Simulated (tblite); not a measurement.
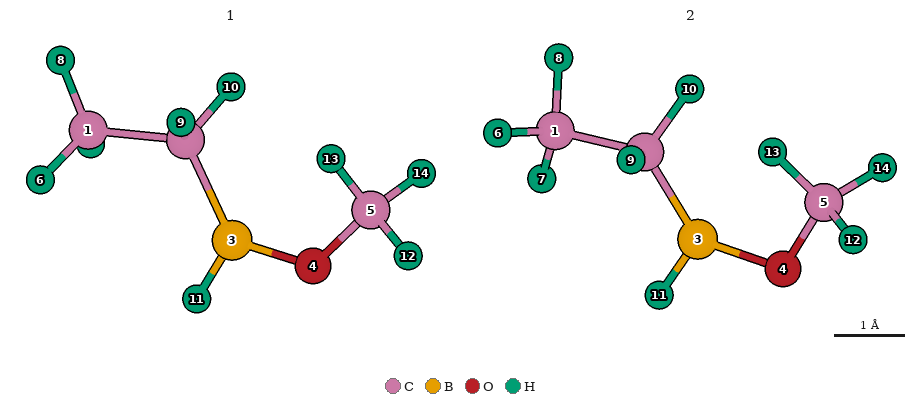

Two geometries of C₃H₉BO, drawn at one scale. One is the start of a relaxation, the other its converged end. A ball-and-stick model, seen at a tilt.

Method: GFN2-xTB geometry optimisation, gas phase (tblite). 

**Which of the two is the end point?**

Structure 1 is the relaxed one. After 65 geometry steps the energy has fallen by 65.8 kJ/mol. The atom that moves furthest after the best rigid fit is an H atom (0.76 Å). By element the largest moves are H 0.76 Å, C 0.23 Å, B 0.23 Å, O 0.20 Å. Some distances before and after: B–O 1.434 → 1.329 Å, C–H 1.135 → 1.095 Å, B–C 1.567 → 1.599 Å, C–C 1.499 → 1.529 Å. Bond angles that change, for instance: B–O–C 114.3° → 126.0°, C–B–O 119.8° → 124.5°, H–C–H 111.2° → 108.1°. Groups turn about C–C by about 55°.
